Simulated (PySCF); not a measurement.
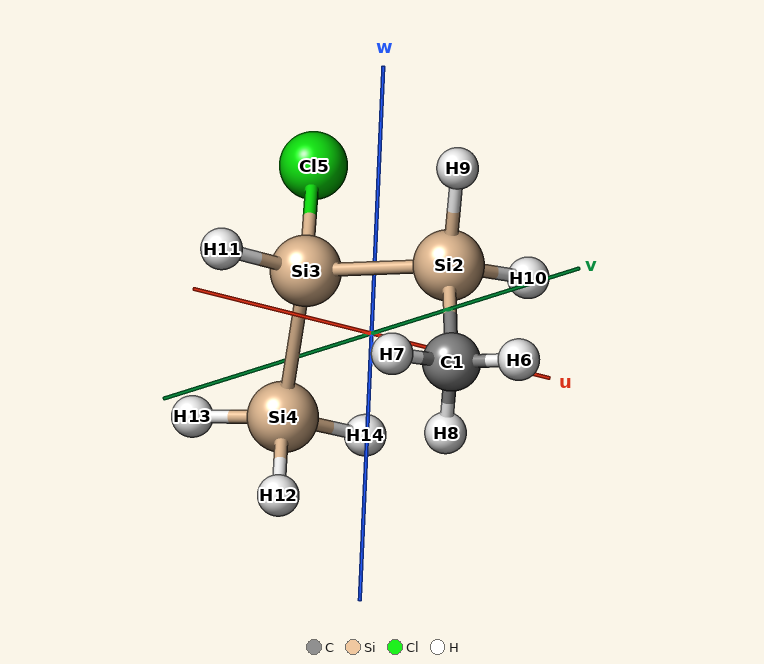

The lines u, v and w are the principal axes of the static dipole polarisability. The computed structure is the end point of a PBE0-D3(BJ)/def2-SVP optimisation. No frequency run is at hand to confirm it as a minimum. Level of theory: PBE0/def2-TZVPD (PySCF 2.14.0).

### Along which axis is the molecule most polarisable, and along which least?

Most along v, least along u.

### Give the three principal values.

u 98.0, v 132.3, w 123.3 bohr³; mean 117.8, anisotropy 30.8 bohr³.
